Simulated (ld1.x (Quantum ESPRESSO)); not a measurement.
## Pseudopotential generation, with input and output: Hg

System: mercury (Hg, Z = 80), core [Xe] 4f14, reference valence 5d10 6s2 6p0, valence charge 12.
Method: RRKJ potential, PBE, non-relativistic, made with ld1.x (Quantum ESPRESSO) 7.5.

What the run reported:

- outcome: ended with an error
- hardware: 1 CPU thread, shared host
- wall time: 0.79 s

What went wrong:

The generator stopped with the message “run_pseudo: Errors in PS-KS equation”. In words: the pseudo-atom solver did not find the valence states with the expected number of nodes, which is the usual sign of a ghost state. The 5d radius (0.450 bohr) lies inside the outermost all-electron node (0.549 bohr).

The input:
```
 &input
   title='Hg', zed=80., rel=0, dft='PBE', iswitch=3,
   config='[Xe] 4f14 5d10 6s2 6p0',
   nld=3, rlderiv=4.10, eminld=-3.0, emaxld=5.0, deld=0.02
 /
 &inputp
   pseudotype=2, tm=.false., rho0=0.02, lloc=2,
   nlcc=.true., rcore=0.45,
   file_pseudopw='Hg.UPF', file_wfcaegen='ae.wfc', file_wfcncgen='nc.wfc', file_beta='beta', file_chi='chi'
 /
3
6S  1  0   2.00   0.00  2.80  2.80  0.0
6P  2  1   0.00   0.00  3.80  3.80  0.0
5D  3  2  10.00   0.00  0.45  0.45  0.0
 &test
   configts(1)='5d10 6s2 6p0'
 /
```

Command:
```bash
ld1.x < Hg.in > Hg.out
```

The program's output:
```
     Program LD1 v.7.5
     --------------------------- All-electron run ----------------------------

     Hg

     atomic number is 80.00
     dft =PBE   lsd =0 sic =0 latt =0  beta=0.20 tr2=1.0E-14
     Exchange-correlation= PBE
                           (   1   4   3   4   0   0   0)
     mesh =1279 r(mesh) =  98.78773 a.u. xmin = -7.00 dx = 0.01250
     1 Ry =  13.60569312 eV

     n l     nl                  e(Ry)          e(Ha)          e(eV)
     1 0     1S 1( 2.00)     -5513.8542     -2756.9271    -75019.8075
     2 0     2S 1( 2.00)      -923.0466      -461.5233    -12558.6890
     2 1     2P 1( 6.00)      -887.9055      -443.9527    -12080.5692
     3 0     3S 1( 2.00)      -217.3013      -108.6506     -2956.5342
     3 1     3P 1( 6.00)      -200.6844      -100.3422     -2730.4501
     4 0     4S 1( 2.00)       -46.5271       -23.2635      -633.0334
     4 1     4P 1( 6.00)       -39.3161       -19.6580      -534.9223
     3 2     3D 1(10.00)      -169.6807       -84.8404     -2308.6240
     5 0     5S 1( 2.00)        -6.8345        -3.4172       -92.9878
     5 1     5P 1( 6.00)        -4.5109        -2.2555       -61.3741
     4 2     4D 1(10.00)       -26.0413       -13.0206      -354.3094
     4 3     4F 1(14.00)        -8.1883        -4.0942      -111.4079
     5 2     5D 1(10.00)        -0.8920        -0.4460       -12.1368
     6 0     6S 1( 2.00)        -0.3890        -0.1945        -5.2929
     6 1     6P 1( 0.00)        -0.0973        -0.0486        -1.3238

     final scf error:  5.0E-16 reached in  30 iterations

     Etot =  -36825.498572 Ry,  -18412.749286 Ha, -501036.432677 eV

     Ekin =   36816.631940 Ry,   18408.315970 Ha,  500915.796000 eV
     Encl =  -87695.640400 Ry,  -43847.820200 Ha,-1193159.971512 eV
     Eh   =   14751.264898 Ry,    7375.632449 Ha,  200701.183384 eV
     Exc  =    -697.755011 Ry,    -348.877505 Ha,   -9493.440549 eV

     normalization and overlap integrals

     s(1S/1S) =  1.000000  <r> =   0.0189  <r2> =    0.0005  r(max) =   0.0125
     s(2S/2S) =  1.000000  <r> =   0.0797  <r2> =    0.0074  r(max) =   0.0684
     s(2P/2P) =  1.000000  <r> =   0.0673  <r2> =    0.0055  r(max) =   0.0526
     s(3S/3S) =  1.000000  <r> =   0.2008  <r2> =    0.0459  r(max) =   0.1860
     s(3P/3P) =  1.000000  <r> =   0.1912  <r2> =    0.0423  r(max) =   0.1747
     s(4S/4S) =  1.000000  <r> =   0.4411  <r2> =    0.2191  r(max) =   0.4139
     s(4P/4P) =  1.000000  <r> =   0.4447  <r2> =    0.2243  r(max) =   0.4139
     s(3D/3D) =  1.000000  <r> =   0.1669  <r2> =    0.0325  r(max) =   0.1378
     s(5S/5S) =  1.000000  <r> =   1.0006  <r2> =    1.1228  r(max) =   0.9098
     s(5P/5P) =  1.000000  <r> =   1.0846  <r2> =    1.3297  r(max) =   0.9685
     s(4D/4D) =  1.000000  <r> =   0.4515  <r2> =    0.2350  r(max) =   0.4037
     s(4F/4F) =  1.000000  <r> =   0.4714  <r2> =    0.2669  r(max) =   0.3608
     s(5D/5D) =  1.000000  <r> =   1.4586  <r2> =    2.5237  r(max) =   1.1537
     s(6S/6S) =  1.000000  <r> =   3.1103  <r2> =   11.1517  r(max) =   2.5357
     s(6P/6P) =  1.000000  <r> =   4.6141  <r2> =   25.4420  r(max) =   3.4659

     ------------------------ End of All-electron run ------------------------

     --------------------- Generating NC pseudopotential ---------------------

      Generating local pot.: lloc=2, matching radius rcloc =   0.4500

      Computing core charge for nlcc:

       r > 0.45 : true rho core
       r < 0.45 : rho core = a sin(br)/r    a= 249.68  b=   5.20

      Integrated core pseudo-charge :  44.16

      Wfc   6S  rcut= 2.768  Estimated cut-off energy=        5.97 Ry
      Using 4 Bessel functions for this wfc, rho(0) = 0.020
      This function has    0 nodes for 0 < r <    2.768

      Wfc   6P  rcut= 3.830  Estimated cut-off energy=       11.91 Ry
      This function has    0 nodes for 0 < r <    3.830

       Warning: n=3, l=2 expected 0 nodes, found 1
       Setting wfc to zero for this iteration
       (This warning will only be printed once per wavefunction)

     ------------------- End of pseudopotential generation -------------------

     --------------------------- All-electron run ----------------------------

     Hg

     atomic number is 80.00
     dft =PBE   lsd =0 sic =0 latt =0  beta=0.20 tr2=1.0E-14
     Exchange-correlation= PBE
                           (   1   4   3   4   0   0   0)
     mesh =1279 r(mesh) =  98.78773 a.u. xmin = -7.00 dx = 0.01250
     1 Ry =  13.60569312 eV

     n l     nl                  e(Ry)          e(Ha)          e(eV)
     1 0     1S 1( 2.00)     -5513.8542     -2756.9271    -75019.8075
     2 0     2S 1( 2.00)      -923.0466      -461.5233    -12558.6890
     2 1     2P 1( 6.00)      -887.9055      -443.9527    -12080.5692
     3 0     3S 1( 2.00)      -217.3013      -108.6506     -2956.5342
     3 1     3P 1( 6.00)      -200.6844      -100.3422     -2730.4501
     4 0     4S 1( 2.00)       -46.5271       -23.2635      -633.0334
     4 1     4P 1( 6.00)       -39.3161       -19.6580      -534.9223
     3 2     3D 1(10.00)      -169.6807       -84.8404     -2308.6240
     5 0     5S 1( 2.00)        -6.8345        -3.4172       -92.9878
     5 1     5P 1( 6.00)        -4.5109        -2.2555       -61.3741
     4 2     4D 1(10.00)       -26.0413       -13.0206      -354.3094
     4 3     4F 1(14.00)        -8.1883        -4.0942      -111.4079
     5 2     5D 1(10.00)        -0.8920        -0.4460       -12.1368
     6 0     6S 1( 2.00)        -0.3890        -0.1945        -5.2929
     6 1     6P 1( 0.00)        -0.0973        -0.0486        -1.3238

     final scf error:  5.0E-16 reached in  30 iterations

     Etot =  -36825.498572 Ry,  -18412.749286 Ha, -501036.432677 eV

     Ekin =   36816.631940 Ry,   18408.315970 Ha,  500915.796000 eV
     Encl =  -87695.640400 Ry,  -43847.820200 Ha,-1193159.971512 eV
     Eh   =   14751.264898 Ry,    7375.632449 Ha,  200701.183384 eV
     Exc  =    -697.755011 Ry,    -348.877505 Ha,   -9493.440549 eV

     normalization and overlap integrals

     s(1S/1S) =  1.000000  <r> =   0.0189  <r2> =    0.0005  r(max) =   0.0125
     s(2S/2S) =  1.000000  <r> =   0.0797  <r2> =    0.0074  r(max) =   0.0684
     s(2P/2P) =  1.000000  <r> =   0.0673  <r2> =    0.0055  r(max) =   0.0526
     s(3S/3S) =  1.000000  <r> =   0.2008  <r2> =    0.0459  r(max) =   0.1860
     s(3P/3P) =  1.000000  <r> =   0.1912  <r2> =    0.0423  r(max) =   0.1747
     s(4S/4S) =  1.000000  <r> =   0.4411  <r2> =    0.2191  r(max) =   0.4139
     s(4P/4P) =  1.000000  <r> =   0.4447  <r2> =    0.2243  r(max) =   0.4139
     s(3D/3D) =  1.000000  <r> =   0.1669  <r2> =    0.0325  r(max) =   0.1378
     s(5S/5S) =  1.000000  <r> =   1.0006  <r2> =    1.1228  r(max) =   0.9098
     s(5P/5P) =  1.000000  <r> =   1.0846  <r2> =    1.3297  r(max) =   0.9685
     s(4D/4D) =  1.000000  <r> =   0.4515  <r2> =    0.2350  r(max) =   0.4037
     s(4F/4F) =  1.000000  <r> =   0.4714  <r2> =    0.2669  r(max) =   0.3608
     s(5D/5D) =  1.000000  <r> =   1.4586  <r2> =    2.5237  r(max) =   1.1537
     s(6S/6S) =  1.000000  <r> =   3.1103  <r2> =   11.1517  r(max) =   2.5357
     s(6P/6P) =  1.000000  <r> =   4.6141  <r2> =   25.4420  r(max) =   3.4659

     ------------------------ End of All-electron run ------------------------

     Computing logarithmic derivative in   4.10310

       Warning: n=1, l=0 expected 0 nodes, found 3
       Setting wfc to zero for this iteration
       (This warning will only be printed once per wavefunction)

 %%%%%%%%%%%%%%%%%%%%%%%%%%%%%%%%%%%%%%%%%%%%%%%%%%%%%%%%%%%%%%%%%%%%%%%%%%%%%%
     Error in routine run_pseudo (1):
     Errors in PS-KS equation
 %%%%%%%%%%%%%%%%%%%%%%%%%%%%%%%%%%%%%%%%%%%%%%%%%%%%%%%%%%%%%%%%%%%%%%%%%%%%%%

     stopping ...
```

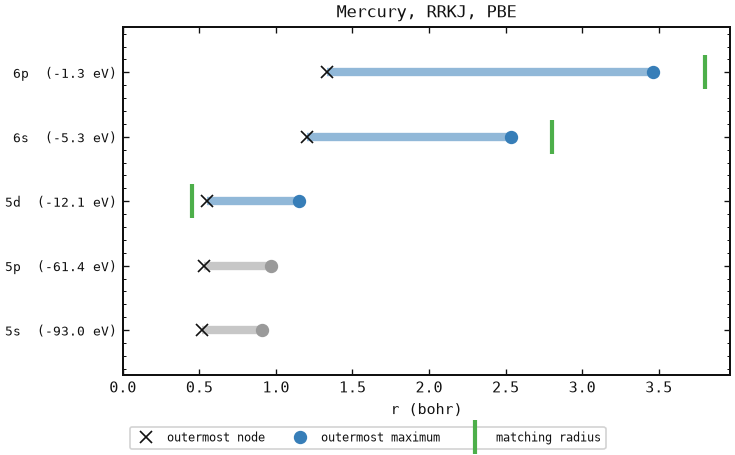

Outer shells of the all-electron reference atom: each bar runs from the outermost node (or the nucleus) to the outermost maximum of u(r); the tick is the radius chosen for the pseudo-wave. Shells without a tick have no pseudo-wave of their own. Levels, nodes and maxima are from ld1.x, non-relativistic.

- Radii against the shells: 5d: 0.45 bohr, inside the outermost node; 6s: 2.80 bohr, outside the maximum; 6p: 3.80 bohr, outside the maximum.
